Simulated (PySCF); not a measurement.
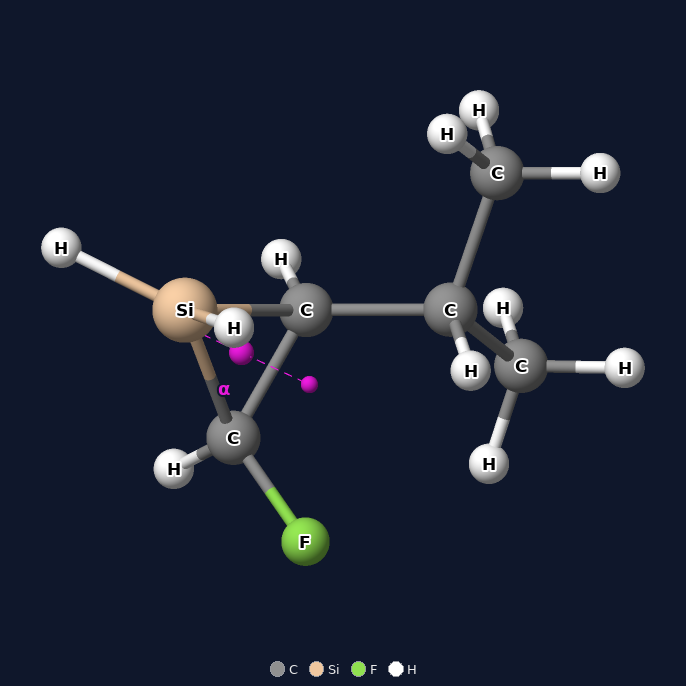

The small points mark where nucleus-independent chemical shifts (NICS) were computed: at the centre of each lettered ring and 1 Å above and below it. Computed geometry: GFN2-xTB optimisation. No frequency run is at hand to confirm it as a minimum. Method: GIAO PBE0/pcSseg-1 NMR shielding, non-relativistic, gas phase (PySCF 2.14.0).

Give NICS(0), NICS(1) and the out-of-plane component NICS(1)zz for each ring (means of the two sides).

| ring | members | NICS(0) | NICS(1) | NICS(1)zz |
| --- | --- | --- | --- | --- |
| α | C2Si | −22.6 | −7.7 | −13.7 |

Values in ppm.

The geometry is semi-empirical. Around Si such bond lengths and angles can be off by a tenth of an ångström or more and by several degrees, and values that hang on the shape move with them.
